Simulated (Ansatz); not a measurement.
```xyz
12

N    -1.656   -0.387    0.368
C    -0.301   -0.784    0.320
C     0.757    0.105    0.905
C     0.743   -0.123   -0.589
S     0.083    1.194   -1.689
H    -1.840    0.594    0.577
H    -2.283   -0.792   -0.328
H    -0.156   -1.866    0.455
H     0.432    1.093    1.255
H     1.563   -0.334    1.503
H     1.511   -0.752   -1.051
H     1.225    1.996   -1.691
```

Q: Where will the first 7 clear peaks of this molecule's radial distribution curve from gas electron diffraction lie, and which pairs make them?

A: Peak 1, 1.07 Å: N–H 1.02 Å (×2), C–H 1.10 Å (×4), not resolved
Peak 2, 1.49 Å: S–H 1.40 Å, N–C 1.41 Å, C–C 1.50–1.53 Å (×3), not resolved
Peak 3, 1.84 Å: S–C 1.84 Å
Peak 4, 2.24 Å: C···H 2.08–2.27 Å (×10), N···H 2.11 Å, not resolved
Peak 5, 2.57 Å: S···H 2.50 Å, N···C 2.52–2.60 Å (×2), not resolved
Peak 6, 2.90 Å: S···C 2.85–2.89 Å (×2), S···H 2.97–3.03 Å (×2), S···N 3.12 Å, not resolved
Peak 7, 3.77 Å: H···H 3.65–4.06 Å (×6), S···H 3.74–3.84 Å (×2), C···H 3.76 Å, not resolved

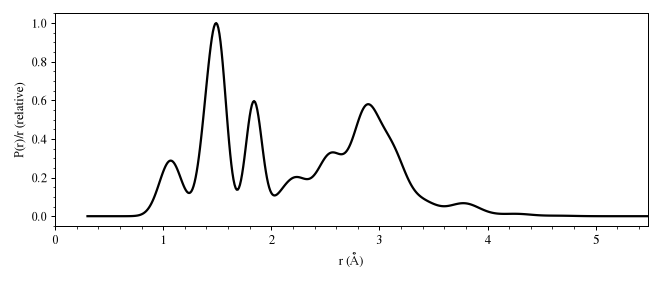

Simulated gas electron diffraction: radial distribution curve of C3H7NS. Each pair of atoms contributes with weight ZᵢZⱼ/r; damping constant 0.0015 Å²; vibrational amplitudes assumed, not computed: 0.05 Å for bonds, 0.078 Å for bonds to H, 0.06 + 0.015 r up to 0.15 Å for other pairs. The geometry is the end point of an optimisation (RKS LDA/6-31G (Ansatz)); it may be a saddle point or a higher isomer.
